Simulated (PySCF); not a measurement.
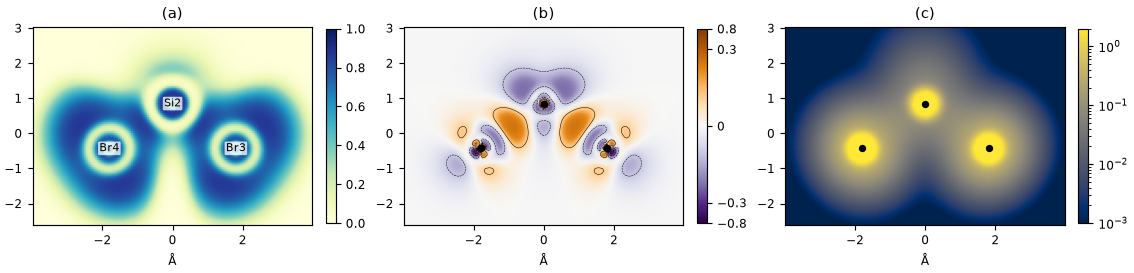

Figure. Br$_{4}$Si, SMILES `Br[Si](Br)(Br)Br`. Three fields in the plane of Si2, Br3 and Br4. (b): orange positive, purple negative.

PySCF calculation, PBE/def2-TZVP, gas phase; geometry: GFN2-xTB. No frequency check shows the geometry to be a minimum. GFN2-xTB bond lengths at metals and heavier atoms can be off by up to 0.1 Å and shapes distorted, which carries into these values.

Cartesian coordinates (Å):

```
Br1     -1.2757    0.0568    1.8031
Si2      0.0004    0.0003    0.0002
Br3     -1.2758   -0.0568   -1.8031
Br4      1.2756   -1.8032    0.0567
Br5      1.2758    1.8031   -0.0568
```

**The panels show, in some order, the electron localisation function (ELF), electron density and deformation density. Which is which?**

(a) is the electron localisation function (ELF): it runs from 0 to 1 and is close to 1 over wide basins that fill the valence regions. (b) is the deformation density: it has both signs, with gains where valence electrons gather and losses around them. (c) is the electron density: it is positive everywhere and peaks at the nuclei.
